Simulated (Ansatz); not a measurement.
# How far to go with the plane-wave cutoff: CaAlSiH (P3m1, 4 atoms in the cell)

```yaml
crystal:
  lattice:
    - [4.13085, 0.00000, 0.00000]
    - [-2.06542, 3.57742, 0.00000]
    - [0.00000, 0.00000, 4.68414]
  atoms:
    - { symbol: Ca, position: [0.00000, 0.00000, 0.01059] }
    - { symbol: Al, position: [0.66667, 0.33333, 0.45711] }
    - { symbol: Si, position: [0.33333, 0.66667, 0.56589] }
    - { symbol: H, position: [0.66667, 0.33333, 0.08378] }
```

Method of the run: PBEsol, default PAW files made with PBE (plane waves; Ansatz, a quantum-chemistry and plane-wave program).

Base settings: basis.ecutwfc = 420 eV; kpoints.mp_grid.grid = 7 7 5; hamiltonian.xc = pbesol; hamiltonian.pseudopotentials = {kind: paw} (the program's default PAW files); scf.occupations.method = fermi_dirac; scf.occupations.width = 0.01 eV.

The second cell is the first with its lattice scaled by 0.98.

The mesh stays at the base's, so the ladder's end is converged at best in this setting alone.

The first pressure column holds Ansatz's estimate of the finite-basis (Pulay) stress, which hides part of the cutoff error; the other is without it.

Only quantities that move along the ladder and can be compared are tabulated.

The count of work is k-points × plane waves × bands × iterations; it is no time. 

The starting cell comes from a database of computed structures (which also holds hypothetical and non-ambient phases and stackings), without a prior relaxation at this level. Its lattice was rescaled by up to half a per cent. One atom was moved a little off its site on purpose.

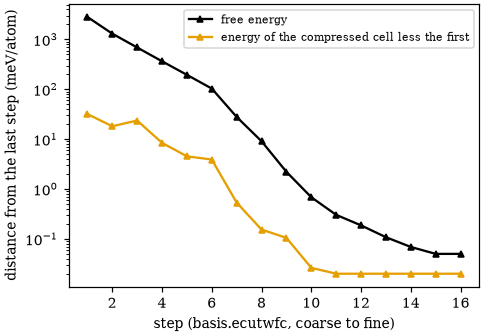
Figure. Distance from the last step along the ladder; very small values are drawn at a floor.

```csv
basis.ecutwfc,free energy less the last step's (meV/atom),energy of the compressed cell less the first (meV/atom),pressure (GPa),pressure without the Pulay estimate (GPa),largest difference of a force vector from the last step's (eV/Å),count of work / last
145 eV,2831.65,37.13,2.08,-75.00,0.271,0.074
170 eV,1309.94,23.39,2.70,-40.56,0.307,0.096
190 eV,691.06,28.86,1.77,-24.58,0.273,0.094
210 eV,365.28,13.66,0.13,-14.87,0.206,0.11
230 eV,195.32,9.74,-0.43,-9.10,0.117,0.12
250 eV,103.55,9.11,-0.78,-5.70,0.066,0.12
295 eV,27.93,5.75,-1.18,-2.59,0.010,0.16
335 eV,9.09,5.37,-1.18,-1.74,0.001,0.19
380 eV,2.21,5.32,-1.21,-1.37,0.001,0.23
420 eV,0.68,5.24,-1.22,-1.26,0.001,0.27
460 eV,0.30,5.23,-1.22,-1.23,0.000,0.30
505 eV,0.19,5.23,-1.22,-1.22,0.000,0.36
565 eV,0.11,5.23,-1.22,-1.22,0.000,0.41
630 eV,0.07,5.22,-1.22,-1.22,0.000,0.50
735 eV,0.04,5.22,-1.22,-1.22,0.000,0.62
840 eV,0.01,5.21,-1.22,-1.22,0.000,0.75
1010 eV,0.00,5.21,-1.22,-1.22,0.000,1.0
```

Coarsest basis.ecutwfc that holds the pressure without the Pulay estimate within 1 GPa of the last step, with all finer ones: 335 eV, at 0.19 of the last step's count of work; the step before is off by 1.4 GPa.

Coarsest basis.ecutwfc that holds the energy of the compressed cell less the first within 1 meV/atom of the last step, with all finer ones: 295 eV, at 0.16 of the last step's count of work; the step before is off by 3.9 meV/atom.

Coarsest basis.ecutwfc that holds the free energy within 1 meV/atom of the last step, with all finer ones: 420 eV, at 0.27 of the last step's count of work; the step before is off by 2.2 meV/atom.

The energy difference between the two cells stays within 1 meV/atom of the last step's from 295 eV on, the total only from 420 eV on: much of the error is common to both cells and cancels.

At the lowest cutoff the pressure without the Pulay estimate lies 73.8 GPa under the last step's, the usual sign of Pulay stress in an incomplete plane-wave basis.

Keys are those of Ansatz 0.2.
